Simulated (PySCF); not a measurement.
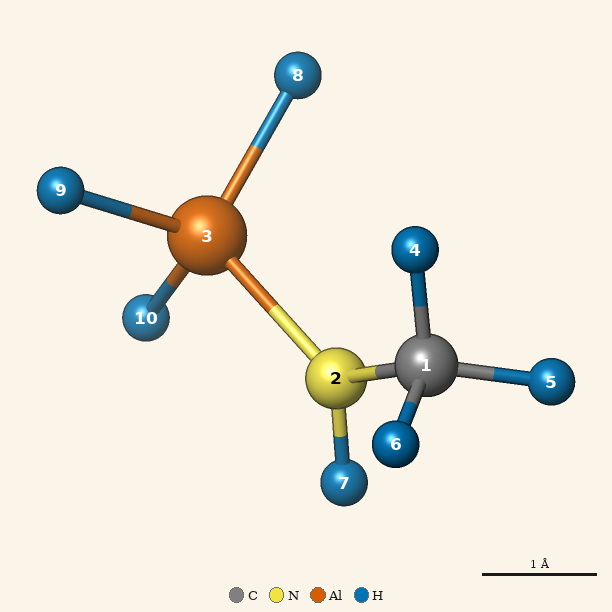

Orthographic view with a scale bar. The species has charge −1 and is a spin singlet. Computed geometry: PBE0-D3(BJ)/def2-SVP optimisation. No frequency run is at hand to confirm it as a minimum.

Reconstruct the coordinates (Å) as seen: x to the right, y up, z towards the viewer, origin at the mean of the atomic positions.

```xyz
10
CH7AlN
C    0.95  -0.47   1.03
N    0.16  -0.58  -0.15
Al  -0.98   0.67  -0.93
H    0.85   0.55   1.45
H    2.05  -0.61   0.87
H    0.68  -1.16   1.86
H    0.23  -1.50  -0.58
H   -0.18   2.08  -1.28
H   -2.27   1.07   0.03
H   -1.51  -0.05  -2.32
```
